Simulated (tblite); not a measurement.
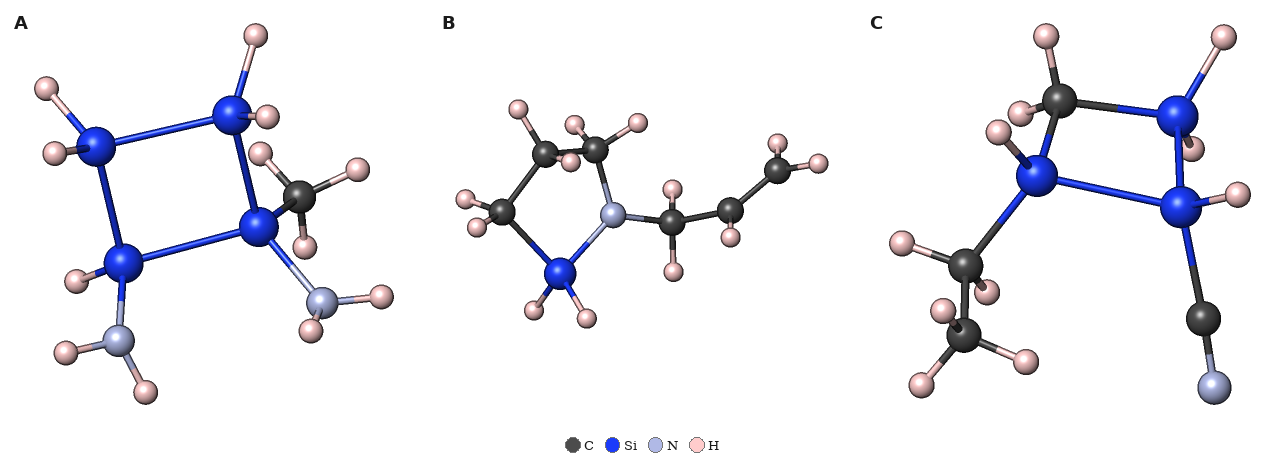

(Drawn from a calculation with tblite.)

```xyz
21
charge 0, multiplicity 1
C     3.2019   -0.4349    0.9106
C     1.9265   -0.7584    1.0054
C     1.0696   -1.2084   -0.1430
N    -0.1454   -0.4436   -0.2342
C    -0.0180    0.9234   -0.6981
C    -1.2916    1.6674   -0.3043
C    -2.4664    0.7046   -0.4641
Si   -1.7414   -0.9542    0.1058
H     3.7774   -0.1133    1.7624
H     3.7314   -0.4896   -0.0273
H     1.4040   -0.6908    1.9506
H     0.7902   -2.2554    0.0091
H     1.6367   -1.1369   -1.0811
H     0.1131    0.9376   -1.7906
H     0.8656    1.3910   -0.2494
H    -1.4122    2.5721   -0.9031
H    -1.2150    1.9620    0.7442
H    -2.7679    0.6523   -1.5099
H    -3.3307    1.0440    0.1012
H    -1.9770   -1.2522    1.5270
H    -2.1599   -2.0998   -0.7119
```

Which picture belongs to the input above?

B. The file holds C6H13NSi, `C=CCN1CCC[SiH2]1`.
